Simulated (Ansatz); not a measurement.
**NiMoP (space group P-62m), energy against volume**

NiMoP (space group P-62m)

```xyz
9
Lattice="5.7942 0.0000 0.0000 -2.8971 5.0179 0.0000 0.0000 0.0000 3.7081" Properties=species:S:1:pos:R:3 pbc="T T T"
Ni     2.1718     3.7617     0.0000
Ni    -0.7253     1.2562     0.0000
Ni     1.4505     0.0000     0.0000
Mo    -1.6957     2.9370     1.8540
Mo     3.3914     0.0000     1.8540
Mo     1.2014     2.0809     1.8540
P      0.0000     0.0000     1.8540
P      2.8971     1.6726     0.0000
P      0.0000     3.3453     0.0000
```

The volume is varied about the relaxed value V₀ at fixed cell shape. The atoms relax within the cell's symmetry.

Level of theory: PBEsol (plane waves to 420 eV, PAW, scalar-relativistic; Ansatz, an electronic-structure program). k mesh 9×9×13 (Γ-centred), Fermi-Dirac smearing 0.05 eV. E stands for the smeared free energy. With the shape held, the modulus is that of even scaling; a crystal free to change shape is softer. NiMoP is run without spin polarisation. NiMoP was relaxed with its symmetry unable to fall. The zero of ΔE is the relaxed starting cell.

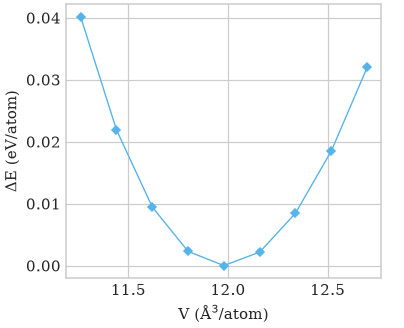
ΔE (eV/atom) against V (Å³/atom); one marker a computed point.

The pressure at the smallest volume is 19.0 GPa, the equilibrium volume of the fit is 11.98 Å³/atom and the energy cost of the largest expansion is 32 meV/atom. The pressure derivative B₀′ (fit) is 4.7 and the pressure for 5 % compression (fit) is 15.4 GPa.

P = (3B₀/2)(x⁷ − x⁵)[1 + ¾(B₀′ − 4)(x² − 1)] with x = (1/0.95)^(1/3), B₀ = 265 GPa and B₀′ = 4.72.

(Under strain, the slope of the energy per volume gives the stress and its curvature an elastic modulus.)
